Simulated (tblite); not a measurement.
Run report: CH4Al2Cl3F, geometry relaxation

The run: geometry relaxation of CH4Al2Cl3F. Method and program: GFN2-xTB geometry optimisation, gas phase (tblite 0.8.0).

It belongs to a series of runs on one base structure; here: H on Al replaced by CH3.

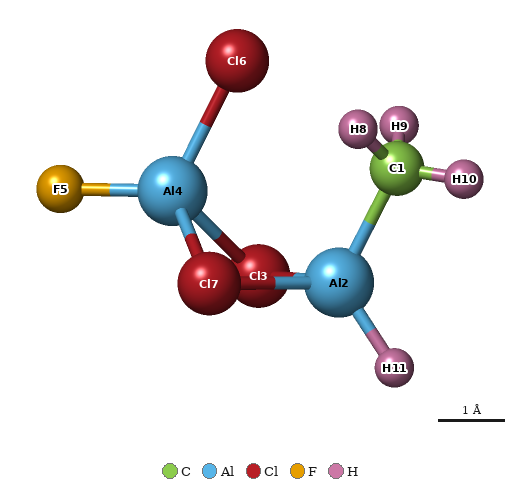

Figure 1. The input geometry (ball-and-stick view, seen at a tilt; atoms are numbered from 1 in the order of the input). Sticks mark near contacts.

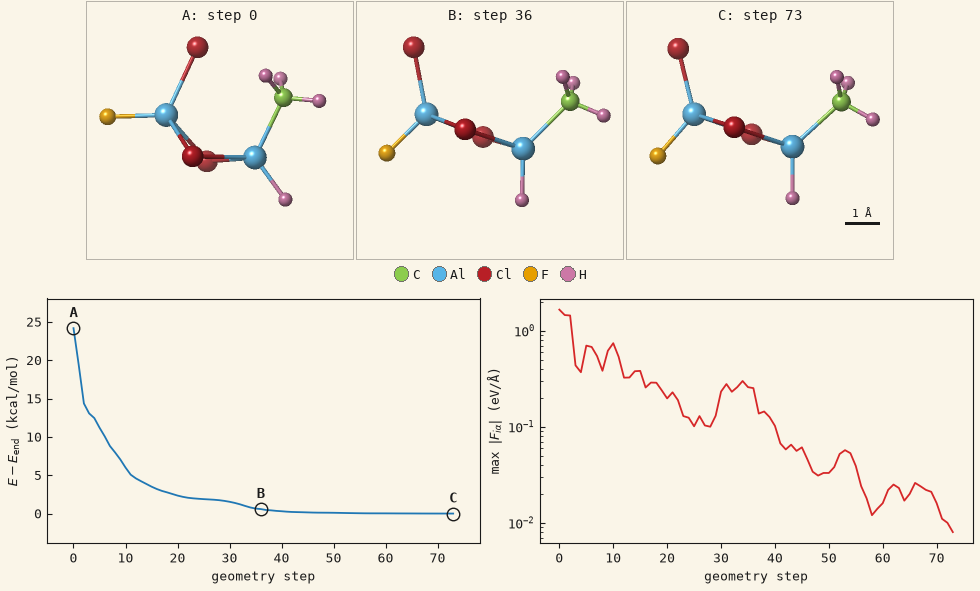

Figure 2. Frames of the relaxation (ball-and-stick view, seen at a tilt) above the curves, on which the letters mark them (steps are counted from 0).

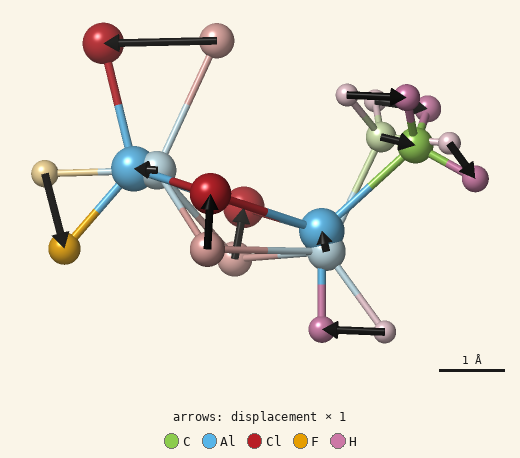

Figure 3. Start (faint) and end (solid) with the displacements as black arrows, at true length (ball-and-stick view, seen at a tilt). The two geometries are laid on each other by the best rigid fit. The energy falls by 24.2 kcal/mol in 73 geometry steps. The largest force component goes from 1.7 to 0.008 eV/Å. The atom that moves furthest after the best rigid fit is Cl6 (1.78 Å). Largest moves by element: Cl 1.78 Å, F 1.21 Å, H 0.99 Å, C 0.56 Å, Al 0.38 Å. Distances before and after: Al4–Cl6 2.224 → 2.020 Å, Al4–F5 1.766 → 1.650 Å, Cl3–Al4 2.237 → 2.201 Å, C1–H8 1.128 → 1.096 Å. Among the angles that change: C1–Al2–H11 117.8° → 131.7°, Cl3–Al2–H11 116.6° → 102.9°, Cl7–Al2–H11 114.2° → 102.8°. (Atoms are counted from 1 in the order of the input.)

The input and output of the run follow.

The input:
```
{"job": {"kind": "relax", "xc": "GFN2-xTB", "basis": "xTB"}, "charge": 0, "multiplicity": 1}
C     -1.135100    -0.925200     0.315400
Al    -0.345800    -0.757900    -1.491300
Cl     1.879400    -0.575300    -1.342900
Al     1.378000     1.451500    -0.541100
F      2.612000     2.693400    -0.773100
Cl     0.663000     1.184000     1.547700
Cl    -0.250600     1.394400    -2.050900
H     -1.514000     0.079800     0.661600
H     -0.389600    -1.218200     1.097100
H     -1.992100    -1.632800     0.291300
H     -0.899700    -1.690900    -2.619900
```

The first line tells a small driver script what to run in tblite; the rest is the geometry in Å.

Run as:
```bash
OMP_NUM_THREADS=1 python <driver script> task.json out
```

The program's output:
```
step      E/eV     max force
  0    -680.22657    2.164
  1    -680.43376    1.841
  2    -680.65241    1.887
  3    -680.70849    0.595
  4    -680.73503    0.472
  5    -680.78914    0.857
  6    -680.83839    0.943
  7    -680.89296    0.729
  8    -680.92973    0.477
  9    -680.96907    0.824
 10    -681.01477    0.877
 11    -681.05528    0.566
 12    -681.07628    0.478
 13    -681.09236    0.453
 14    -681.10759    0.562
 15    -681.12290    0.595
 16    -681.13611    0.408
 17    -681.14704    0.292
 18    -681.15536    0.292
 19    -681.16437    0.286
 20    -681.17338    0.246
 21    -681.18046    0.304
 22    -681.18579    0.263
 23    -681.18906    0.173
 24    -681.19142    0.170
 25    -681.19350    0.109
 26    -681.19518    0.137
 27    -681.19691    0.133
 28    -681.19949    0.146
 29    -681.20340    0.175
 30    -681.20850    0.251
 31    -681.21488    0.303
 32    -681.22272    0.257
 33    -681.23205    0.302
 34    -681.24072    0.365
 35    -681.24687    0.266
 36    -681.24976    0.285
 37    -681.25486    0.181
 38    -681.25704    0.198
 39    -681.26004    0.152
 40    -681.26202    0.123
 41    -681.26445    0.085
 42    -681.26608    0.076
 43    -681.26692    0.077
 44    -681.26768    0.065
 45    -681.26859    0.066
 46    -681.26949    0.052
 47    -681.27000    0.043
 48    -681.27022    0.044
 49    -681.27041    0.044
 50    -681.27075    0.043
 51    -681.27128    0.058
 52    -681.27188    0.076
 53    -681.27242    0.078
 54    -681.27289    0.065
 55    -681.27334    0.042
 56    -681.27371    0.033
 57    -681.27388    0.023
 58    -681.27393    0.017
 59    -681.27397    0.017
 60    -681.27403    0.019
 61    -681.27418    0.022
 62    -681.27434    0.026
 63    -681.27446    0.023
 64    -681.27454    0.021
 65    -681.27462    0.023
 66    -681.27474    0.027
 67    -681.27486    0.026
 68    -681.27495    0.023
 69    -681.27500    0.023
 70    -681.27503    0.019
 71    -681.27508    0.015
 72    -681.27512    0.012
 73    -681.27515    0.009
```

Trajectory as extended XYZ (Å, eV, eV/Å), 20 of the 74 frames kept, from step=0 to step=73:
```
11
Properties=species:S:1:pos:R:3:forces:R:3 step=0 energy=-680.22657
C    -1.1351   -0.9252    0.3154   -0.0870   0.4350   0.2960
Al   -0.3458   -0.7579   -1.4913   -0.4460  -0.6230  -0.0670
Cl    1.8794   -0.5753   -1.3429    0.2010  -0.1600   0.1640
Al    1.3780    1.4515   -0.5411    0.8200   1.0030   1.4250
F     2.6120    2.6934   -0.7731   -1.5210  -1.5370   0.0790
Cl    0.6630    1.1840    1.5477    0.9930   0.7130  -1.6540
Cl   -0.2506    1.3944   -2.0509   -0.1920   0.3960   0.0740
H    -1.5140    0.0798    0.6616   -0.0430  -0.9730  -0.1590
H    -0.3896   -1.2182    1.0971   -0.8110  -0.1410  -0.4160
H    -1.9921   -1.6328    0.2913    0.5610   0.3720   0.2910
H    -0.8997   -1.6909   -2.6199    0.5250   0.5140  -0.0310
11
Properties=species:S:1:pos:R:3:forces:R:3 step=4 energy=-680.73503
C    -1.1354   -0.9147    0.3109   -0.0800  -0.0140   0.0280
Al   -0.3617   -0.7814   -1.4911    0.1440   0.1470  -0.0490
Cl    1.8848   -0.5823   -1.3241   -0.0750  -0.0340   0.1910
Al    1.3926    1.4703   -0.4599   -0.0160  -0.1810  -0.3380
F     2.5402    2.6194   -0.7811   -0.1980  -0.2370  -0.1760
Cl    0.7367    1.2429    1.4440    0.2730   0.3690   0.1100
Cl   -0.2589    1.4180   -2.0306   -0.0170   0.0600   0.2970
H    -1.5334    0.0417    0.6634   -0.1870  -0.0530   0.0660
H    -0.4334   -1.2363    1.0848   -0.0930  -0.1550   0.0670
H    -1.9674   -1.6188    0.3131   -0.0630  -0.0990   0.0740
H    -0.8586   -1.6561   -2.6356    0.3110   0.1980  -0.2700
11
Properties=species:S:1:pos:R:3:forces:R:3 step=8 energy=-680.92973
C    -1.1652   -0.9290    0.3145   -0.1300  -0.1090   0.1230
Al   -0.3352   -0.7485   -1.4922   -0.3560  -0.1660   0.2240
Cl    1.8676   -0.6148   -1.2433    0.1020  -0.3360  -0.0520
Al    1.3589    1.3802   -0.5182    0.1780   0.2860   0.3380
F     2.4727    2.5290   -0.8805    0.2340   0.0770  -0.3820
Cl    0.8837    1.4225    1.4419   -0.0350   0.0290   0.3160
Cl   -0.2858    1.4575   -1.9161   -0.3720  -0.0350  -0.2290
H    -1.6136    0.0044    0.6934    0.1640  -0.1230  -0.0070
H    -0.4919   -1.2976    1.1014    0.0780   0.2080  -0.0420
H    -1.9823   -1.6513    0.3448   -0.1500  -0.1000  -0.2390
H    -0.7034   -1.5498   -2.7519    0.2870   0.2690  -0.0500
11
Properties=species:S:1:pos:R:3:forces:R:3 step=12 energy=-681.07628
C    -1.2214   -0.9754    0.3373    0.0230  -0.0690  -0.1500
Al   -0.3833   -0.7513   -1.4523    0.1510   0.1080  -0.1580
Cl    1.8588   -0.7035   -1.1776   -0.3240   0.3200   0.1460
Al    1.3721    1.3707   -0.4921    0.0050   0.0790   0.1590
F     2.4664    2.4610   -1.0646    0.1040  -0.0530  -0.2320
Cl    1.0023    1.5797    1.5038   -0.0190  -0.1310  -0.2290
Cl   -0.3830    1.4703   -1.8551    0.1560  -0.2990   0.2080
H    -1.6534   -0.0464    0.7219   -0.0740   0.0830   0.0080
H    -0.5219   -1.3082    1.1107    0.0480  -0.0740   0.0360
H    -2.0313   -1.7050    0.3203   -0.0940  -0.0930   0.0450
H    -0.5000   -1.3893   -2.8584    0.0230   0.1300   0.1660
11
Properties=species:S:1:pos:R:3:forces:R:3 step=15 energy=-681.12290
C    -1.2405   -0.9991    0.3293   -0.0980   0.0630   0.1730
Al   -0.3809   -0.7381   -1.4553   -0.0650  -0.0650   0.0800
Cl    1.8130   -0.6895   -1.1293    0.0230   0.1520   0.1620
Al    1.3804    1.3774   -0.4717    0.3270   0.3190  -0.3810
F     2.4734    2.4233   -1.1627   -0.1470  -0.2620  -0.0240
Cl    1.0459    1.6239    1.4978   -0.0830  -0.0540   0.1930
Cl   -0.3955    1.4388   -1.8001    0.0580   0.0700   0.1050
H    -1.6787   -0.0615    0.7298    0.0700  -0.2610  -0.1780
H    -0.5331   -1.3250    1.1139   -0.1450  -0.0310  -0.1990
H    -2.0565   -1.7339    0.3209    0.1190   0.0750   0.0460
H    -0.4222   -1.3135   -2.8788   -0.0590  -0.0050   0.0230
11
Properties=species:S:1:pos:R:3:forces:R:3 step=19 energy=-681.16437
C    -1.2738   -1.0325    0.3257    0.0110  -0.0980  -0.1300
Al   -0.4007   -0.7446   -1.4372    0.0860   0.0070  -0.0450
Cl    1.7774   -0.6570   -1.0379    0.1420  -0.0460   0.1240
Al    1.4239    1.4309   -0.4771   -0.1570  -0.0410   0.1330
F     2.4893    2.3589   -1.3077    0.1980   0.1380  -0.1530
Cl    1.0850    1.6653    1.5117    0.0100  -0.0050  -0.1310
Cl   -0.4099    1.4308   -1.7202   -0.0090   0.2390   0.0660
H    -1.7049   -0.1060    0.7151   -0.1090   0.1300   0.0140
H    -0.5608   -1.3535    1.0916    0.0680  -0.1090   0.0550
H    -2.0781   -1.7659    0.3263   -0.1120  -0.1250   0.0290
H    -0.3420   -1.2237   -2.8965   -0.1290  -0.0890   0.0370
11
Properties=species:S:1:pos:R:3:forces:R:3 step=23 energy=-681.18906
C    -1.2914   -1.0577    0.3138   -0.0400  -0.0330   0.0310
Al   -0.3877   -0.7433   -1.4316    0.0950   0.1290   0.0650
Cl    1.7925   -0.6414   -0.9707   -0.0540  -0.0670  -0.0240
Al    1.4380    1.4709   -0.4870    0.1070   0.0800  -0.0530
F     2.5202    2.3436   -1.3798   -0.0220  -0.0180   0.0610
Cl    1.0917    1.6716    1.4997    0.0320   0.0790  -0.0070
Cl   -0.4088    1.4787   -1.6713   -0.0380  -0.0590  -0.0080
H    -1.7273   -0.1201    0.6965    0.0400  -0.1140  -0.0050
H    -0.5700   -1.3866    1.0772   -0.0460   0.0400  -0.0250
H    -2.0971   -1.7946    0.3375   -0.0200  -0.0150  -0.0670
H    -0.3545   -1.2184   -2.8905   -0.0520  -0.0200   0.0340
11
Properties=species:S:1:pos:R:3:forces:R:3 step=27 energy=-681.19691
C    -1.3075   -1.0806    0.3071    0.0330   0.0010  -0.0530
Al   -0.3722   -0.7222   -1.4183   -0.0990  -0.0880  -0.0100
Cl    1.7830   -0.6490   -0.9383    0.0320   0.0520  -0.0080
Al    1.4594    1.4934   -0.4938   -0.0520  -0.0860   0.0330
F     2.5312    2.3280   -1.4216    0.0710   0.0570  -0.0200
Cl    1.1182    1.7104    1.4926    0.0480   0.0840  -0.0230
Cl   -0.4208    1.4846   -1.6410    0.0440   0.0190   0.0010
H    -1.7399   -0.1487    0.6949   -0.0600   0.0120   0.0280
H    -0.5863   -1.3989    1.0716   -0.0110  -0.0570   0.0290
H    -2.1138   -1.8167    0.3262    0.0290  -0.0150  -0.0810
H    -0.3458   -1.1975   -2.8855   -0.0350   0.0210   0.1030
11
Properties=species:S:1:pos:R:3:forces:R:3 step=31 energy=-681.21488
C    -1.3425   -1.1358    0.2819   -0.1180   0.0230   0.2780
Al   -0.3755   -0.7006   -1.3823   -0.0090   0.0570   0.0530
Cl    1.7727   -0.6529   -0.8543    0.0010   0.1140  -0.0210
Al    1.5076    1.5106   -0.5182    0.0210   0.0770   0.0880
F     2.5596    2.2850   -1.5280   -0.0180  -0.0420   0.0450
Cl    1.2424    1.8935    1.4599    0.0670   0.0090  -0.0970
Cl   -0.4347    1.5131   -1.5509    0.0760  -0.0530  -0.0200
H    -1.8114   -0.2383    0.7061   -0.0690   0.0970  -0.0290
H    -0.6528   -1.4672    1.0679    0.0760  -0.1110   0.0220
H    -2.1367   -1.8821    0.2521    0.0010  -0.0870  -0.1320
H    -0.3233   -1.1226   -2.8404   -0.0270  -0.0840  -0.1880
11
Properties=species:S:1:pos:R:3:forces:R:3 step=35 energy=-681.24687
C    -1.4391   -1.2474    0.2859    0.0490  -0.0700  -0.1480
Al   -0.3933   -0.6448   -1.2875   -0.0260  -0.0060   0.0890
Cl    1.7498   -0.6053   -0.6901   -0.0200   0.0120  -0.0140
Al    1.6197    1.5681   -0.5421   -0.0190   0.0910  -0.0920
F     2.6087    2.1810   -1.7073    0.0640  -0.0160  -0.0930
Cl    1.5474    2.3076    1.3273    0.0540   0.0330   0.2580
Cl   -0.4198    1.5545   -1.3665   -0.0230  -0.0150  -0.0610
H    -1.9993   -0.4124    0.7303   -0.0160  -0.1710   0.0740
H    -0.7902   -1.6600    1.0718   -0.1340   0.0550   0.0290
H    -2.1634   -2.0349    0.0415    0.0640   0.1640   0.0760
H    -0.3151   -1.0035   -2.7694    0.0080  -0.0760  -0.1180
11
Properties=species:S:1:pos:R:3:forces:R:3 step=38 energy=-681.25704
C    -1.4594   -1.2784    0.2740    0.0400   0.0420   0.0100
Al   -0.3969   -0.6339   -1.2623    0.0450  -0.0080  -0.0690
Cl    1.7387   -0.5870   -0.6400   -0.0090   0.0510  -0.0090
Al    1.6525    1.6015   -0.5549   -0.1240   0.0570   0.1440
F     2.6220    2.1472   -1.7657    0.0790   0.0120  -0.1110
Cl    1.6138    2.3904    1.3090    0.0730  -0.0460   0.0200
Cl   -0.4185    1.5637   -1.3182    0.0050   0.0220  -0.0470
H    -2.0396   -0.4665    0.7337   -0.0220  -0.0980   0.0450
H    -0.8299   -1.6994    1.0682   -0.0450   0.0150   0.0490
H    -2.1706   -2.0618    0.0075   -0.0460   0.0100  -0.0180
H    -0.3067   -0.9731   -2.7575    0.0030  -0.0570  -0.0140
11
Properties=species:S:1:pos:R:3:forces:R:3 step=42 energy=-681.26608
C    -1.4853   -1.3158    0.2691   -0.0200  -0.0060   0.0130
Al   -0.3950   -0.6191   -1.2328    0.0270  -0.0130   0.0100
Cl    1.7299   -0.5428   -0.5851   -0.0160  -0.0130   0.0000
Al    1.6806    1.6531   -0.5573   -0.0270   0.0070  -0.0030
F     2.6389    2.1008   -1.8228    0.0030   0.0130  -0.0350
Cl    1.7400    2.5192    1.2660    0.0470  -0.0220   0.0550
Cl   -0.4026    1.5862   -1.2691   -0.0540   0.0190  -0.0490
H    -2.1126   -0.5573    0.7507   -0.0210   0.0490   0.0080
H    -0.8955   -1.7656    1.0772    0.0240  -0.0090  -0.0130
H    -2.1741   -2.0952   -0.0675    0.0190  -0.0080  -0.0440
H    -0.3187   -0.9609   -2.7346    0.0180  -0.0160   0.0580
11
Properties=species:S:1:pos:R:3:forces:R:3 step=46 energy=-681.26949
C    -1.4749   -1.2979    0.2754    0.0050   0.0460   0.0020
Al   -0.3873   -0.6295   -1.2403   -0.0010   0.0360   0.0370
Cl    1.7322   -0.5456   -0.6167   -0.0090   0.0150   0.0170
Al    1.6534    1.6549   -0.5522    0.0160   0.0060  -0.0350
F     2.6341    2.1209   -1.7970   -0.0390   0.0150   0.0030
Cl    1.7222    2.4597    1.3009    0.0080  -0.0330  -0.0050
Cl   -0.4128    1.5860   -1.3185    0.0250  -0.0220   0.0080
H    -2.0969   -0.5329    0.7561   -0.0040   0.0030  -0.0070
H    -0.8763   -1.7432    1.0806   -0.0300  -0.0240  -0.0270
H    -2.1655   -2.0747   -0.0631    0.0130  -0.0210   0.0110
H    -0.3228   -0.9950   -2.7314    0.0160  -0.0200  -0.0060
11
Properties=species:S:1:pos:R:3:forces:R:3 step=50 energy=-681.27075
C    -1.4812   -1.2997    0.2736   -0.0120  -0.0260  -0.0080
Al   -0.3849   -0.6229   -1.2305   -0.0110  -0.0090  -0.0120
Cl    1.7282   -0.5330   -0.5984    0.0190  -0.0200   0.0120
Al    1.6600    1.6684   -0.5598    0.0100  -0.0140   0.0200
F     2.6322    2.1179   -1.8153   -0.0230   0.0330  -0.0150
Cl    1.7420    2.4638    1.2976    0.0090  -0.0180  -0.0210
Cl   -0.4085    1.5887   -1.3096   -0.0090   0.0160  -0.0090
H    -2.1100   -0.5421    0.7560   -0.0050  -0.0060   0.0090
H    -0.8891   -1.7580    1.0752    0.0060   0.0180   0.0170
H    -2.1628   -2.0824   -0.0721   -0.0060   0.0250  -0.0240
H    -0.3204   -0.9979   -2.7230    0.0210   0.0020   0.0320
11
Properties=species:S:1:pos:R:3:forces:R:3 step=54 energy=-681.27289
C    -1.4942   -1.3012    0.2730    0.0150  -0.0080   0.0190
Al   -0.3864   -0.6096   -1.2150    0.0230  -0.0220   0.0240
Cl    1.7311   -0.5325   -0.5748   -0.0090   0.0240  -0.0010
Al    1.6671    1.6684   -0.5641    0.0230  -0.0100  -0.0310
F     2.6038    2.1344   -1.8419   -0.0270   0.0020   0.0060
Cl    1.7918    2.4692    1.2866   -0.0040  -0.0070   0.0060
Cl   -0.4078    1.5961   -1.3093    0.0100   0.0000   0.0190
H    -2.1346   -0.5603    0.7663   -0.0230  -0.0190  -0.0330
H    -0.9139   -1.7730    1.0744    0.0420   0.0100   0.0200
H    -2.1575   -2.0850   -0.1028   -0.0530   0.0310  -0.0200
H    -0.2941   -1.0037   -2.6985    0.0020  -0.0020  -0.0090
11
Properties=species:S:1:pos:R:3:forces:R:3 step=58 energy=-681.27393
C    -1.5012   -1.3084    0.2728   -0.0070   0.0010  -0.0040
Al   -0.3838   -0.6066   -1.2035    0.0110  -0.0120   0.0060
Cl    1.7297   -0.5245   -0.5538    0.0100  -0.0040  -0.0090
Al    1.6785    1.6731   -0.5715   -0.0100   0.0100   0.0040
F     2.5911    2.1379   -1.8658   -0.0060  -0.0020   0.0020
Cl    1.8153    2.4743    1.2792    0.0050   0.0000  -0.0060
Cl   -0.4048    1.6001   -1.2958   -0.0020  -0.0090   0.0120
H    -2.1518   -0.5753    0.7637    0.0050   0.0070  -0.0100
H    -0.9222   -1.7825    1.0750   -0.0120   0.0000  -0.0060
H    -2.1652   -2.0851   -0.1186    0.0070   0.0070   0.0040
H    -0.2801   -1.0005   -2.6879   -0.0010   0.0030   0.0050
11
Properties=species:S:1:pos:R:3:forces:R:3 step=61 energy=-681.27418
C    -1.5051   -1.3101    0.2715   -0.0030  -0.0170  -0.0100
Al   -0.3795   -0.6074   -1.1978   -0.0020  -0.0130  -0.0060
Cl    1.7317   -0.5227   -0.5479    0.0160  -0.0060  -0.0050
Al    1.6795    1.6765   -0.5733    0.0010   0.0060   0.0070
F     2.5858    2.1349   -1.8741   -0.0010  -0.0010  -0.0030
Cl    1.8293    2.4851    1.2726    0.0070   0.0010   0.0030
Cl   -0.4039    1.5995   -1.2841   -0.0220  -0.0020   0.0030
H    -2.1590   -0.5799    0.7612    0.0050   0.0170  -0.0030
H    -0.9314   -1.7894    1.0738    0.0060   0.0080   0.0180
H    -2.1659   -2.0871   -0.1238   -0.0070   0.0050  -0.0170
H    -0.2762   -0.9966   -2.6843    0.0010   0.0020   0.0130
11
Properties=species:S:1:pos:R:3:forces:R:3 step=65 energy=-681.27462
C    -1.5105   -1.3133    0.2700    0.0100   0.0040   0.0030
Al   -0.3709   -0.6138   -1.1884   -0.0060   0.0180  -0.0090
Cl    1.7404   -0.5234   -0.5453    0.0040   0.0190   0.0030
Al    1.6779    1.6806   -0.5743    0.0030  -0.0080  -0.0050
F     2.5718    2.1350   -1.8854   -0.0010  -0.0030   0.0000
Cl    1.8521    2.4949    1.2666    0.0020  -0.0030   0.0050
Cl   -0.4092    1.5953   -1.2680   -0.0070  -0.0030   0.0100
H    -2.1667   -0.5810    0.7546    0.0170   0.0050  -0.0080
H    -0.9434   -1.7942    1.0763   -0.0200  -0.0040   0.0100
H    -2.1703   -2.0851   -0.1364   -0.0030  -0.0110   0.0000
H    -0.2658   -0.9923   -2.6757    0.0010  -0.0130  -0.0090
11
Properties=species:S:1:pos:R:3:forces:R:3 step=69 energy=-681.27500
C    -1.5105   -1.3146    0.2678    0.0030  -0.0040   0.0010
Al   -0.3655   -0.6161   -1.1878    0.0030  -0.0090   0.0010
Cl    1.7485   -0.5191   -0.5434   -0.0210  -0.0060  -0.0060
Al    1.6757    1.6813   -0.5758    0.0100  -0.0010   0.0080
F     2.5603    2.1336   -1.8937   -0.0040   0.0070  -0.0030
Cl    1.8612    2.4915    1.2660    0.0010   0.0050   0.0010
Cl   -0.4171    1.5905   -1.2524    0.0000   0.0120   0.0010
H    -2.1625   -0.5736    0.7451    0.0050   0.0040  -0.0100
H    -0.9543   -1.7949    1.0816   -0.0050  -0.0070   0.0030
H    -2.1749   -2.0837   -0.1375    0.0070   0.0050   0.0030
H    -0.2555   -0.9923   -2.6761    0.0010  -0.0070   0.0010
11
Properties=species:S:1:pos:R:3:forces:R:3 step=73 energy=-681.27515
C    -1.5112   -1.3173    0.2675    0.0020  -0.0030   0.0000
Al   -0.3633   -0.6174   -1.1848   -0.0070   0.0040  -0.0010
Cl    1.7475   -0.5173   -0.5418    0.0020  -0.0070   0.0010
Al    1.6787    1.6826   -0.5751   -0.0080   0.0040   0.0000
F     2.5541    2.1341   -1.8994    0.0020   0.0040  -0.0040
Cl    1.8731    2.4990    1.2625    0.0020   0.0030   0.0050
Cl   -0.4187    1.5920   -1.2437    0.0070  -0.0050   0.0010
H    -2.1640   -0.5738    0.7396    0.0000   0.0010  -0.0040
H    -0.9638   -1.8010    1.0849    0.0040   0.0000   0.0040
H    -2.1747   -2.0839   -0.1432   -0.0040   0.0020  -0.0010
H    -0.2523   -0.9942   -2.6729   -0.0010  -0.0030   0.0000
```

Summary:

```tsv
quantity	value
outcome	converged
total energy	−681.2751 eV
hardware	1 CPU thread, shared host
wall time	1.2 s
peak memory	0.18 GiB
```
